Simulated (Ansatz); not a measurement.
The figure comes from a scan of SnO2 (rutile): one O atom of a 6-atom cell moves by u along (0.71, 0.71, 0.00) and v along (0.00, 0.00, 1.00). Calculation: PBE (plane waves to 420 eV, PAW, scalar-relativistic; Ansatz, a quantum-chemistry and plane-wave program). k mesh 6×6×8 (Γ-centred), Fermi-Dirac smearing 0.05 eV. Energies are smeared free energies. SnO2 was relaxed with its symmetry unable to fall. The PAW data are Ansatz's earlier set. ΔE is measured from the undisplaced structure. Axes are in Å.

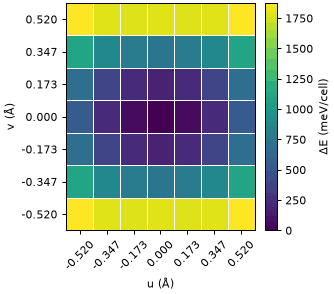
*ΔE (meV/cell), one tile a computed point.*

**Question.** Read the plotted values off the figure, to the accuracy that the plot allows.

**Answer.** To the nearest 200:

ΔE (meV/cell), with u across and v down:

```csv
v \ u,-0.520,-0.347,-0.173,0.000,0.173,0.347,0.520
-0.520,1800,1800,1800,1800,1800,1800,1800
-0.347,1200,800,800,800,800,800,1200
-0.173,600,400,200,200,200,400,600
0.000,600,200,0,0,0,200,600
0.173,600,400,200,200,200,400,600
0.347,1200,800,800,800,800,800,1200
0.520,1800,1800,1800,1800,1800,1800,1800
```

(A displaced cell: forces are minus the slopes of the energy, force constants its curvatures, and phonons follow from these.)
